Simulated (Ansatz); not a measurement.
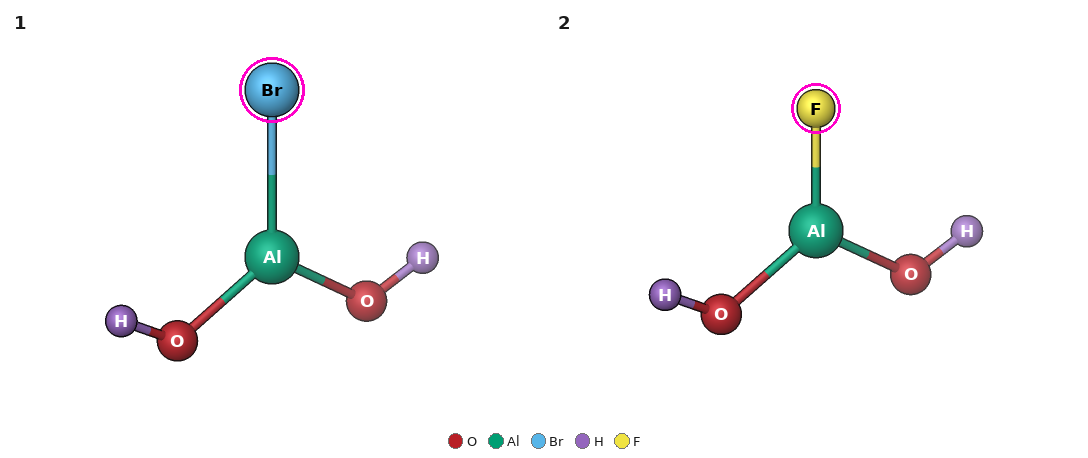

2 molecules with one skeleton, seen from the same side and at one scale; the atom that differs is circled. Charge 0, singlet. Computed geometries: PBE0-D4/def2-TZVP optimisations, one conformation each. Properties computed with Ansatz 0.2.0.

One atom differs, called X below: Br in panel 1, F in panel 2. Their formulas are AlBrH2O2 (`[OH][Al]([OH])[Br]`), AlFH2O2 (`[OH][Al]([OH])[F]`).

In which is the HOMO–LUMO gap larger (ωB97M-V/def2-TZVPP)?

Answer. In panel 2 (X = F).

In which is the HOMO energy (Kohn–Sham orbital) higher (ωB97M-V/def2-TZVPP)?

Answer. In panel 1 (X = Br).

Give the values. With PBE0-D4/def2-TZVP: length of X–Al (Å), mean angle O–Al–X (°), harmonic zero-point energy (kJ/mol). With ωB97M-V/def2-TZVPP: dipole moment (D), HOMO energy (Kohn–Sham orbital) (eV), HOMO–LUMO gap (eV).

| quantity | 1 (Br) | 2 (F) | 2 − 1 |
| --- | --- | --- | --- |
| length of X–Al (Å) | 2.252 | 1.647 | −0.605 |
| mean angle O–Al–X (°) | 120.9 | 120.7 | −0.2 |
| dipole moment (D) | 0.77 | 0.77 | 0.00 |
| HOMO energy (Kohn–Sham orbital) (eV) | −10.91 | −11.83 | −0.92 |
| HOMO–LUMO gap (eV) | 11.73 | 12.67 | +0.94 |
| harmonic zero-point energy (kJ/mol) | 75.7 | 79.2 | +3.5 |
